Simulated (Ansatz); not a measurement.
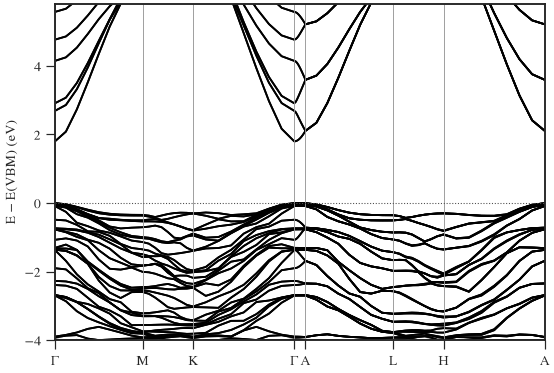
Figure. Band structure from DFT-r²SCAN with spin–orbit coupling in the program Ansatz with PAW potentials

Q: Read off the gap and where the band edges lie.

A: About 1.8 eV (1.80 eV by a search for the band edges); maximum at Γ, minimum at Γ.

The material is Zn2InGaO5 in space group P6_3/mmc (No. 194; Pearson symbol hP18).

The workflow started from a Materials Project entry (that database holds measured and hypothetical structures alike); the Crystallography Open Database copy checked does not list it. Whether it is the stable phase at ambient conditions was not checked. Symmetry was held in the r²SCAN relaxation; whether a distortion lowers the energy is not shown.

Potentials: the later of the program's two PAW sets.
